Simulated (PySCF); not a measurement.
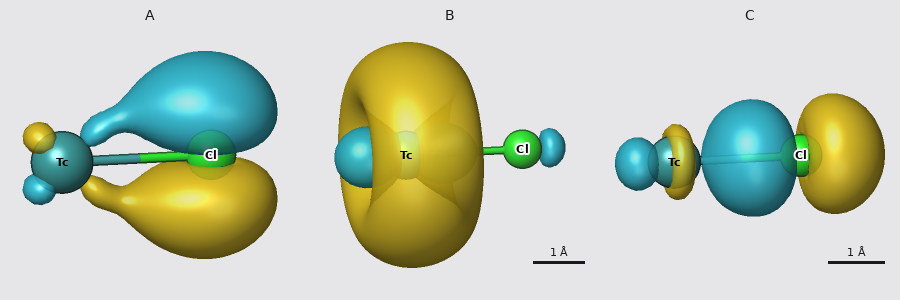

Figure 1: TcCl (septet). Three frontier β-spin orbitals, each drawn at the value that holds 80 % of its norm (yellow and cyan are the two phases), in no order; of a degenerate pair one member is drawn.

Core potentials replace the inner electrons of Tc.

All numbers below come from PBE0/def2-TZVPP, non-relativistic Hamiltonian with scalar-relativistic core potentials where named, at a bond length of 2.352 Å in PySCF.

Label each orbital by symmetry, say whether it is occupied, and order them by energy.

Orbital C: σ, occupied in this spin, −9.83 eV; mainly on Cl (80 %).
Orbital A: π, occupied in this spin, −8.71 eV; mainly on Cl (90 %).
Orbital B: σ, empty in this spin, −2.89 eV; almost wholly on Tc.
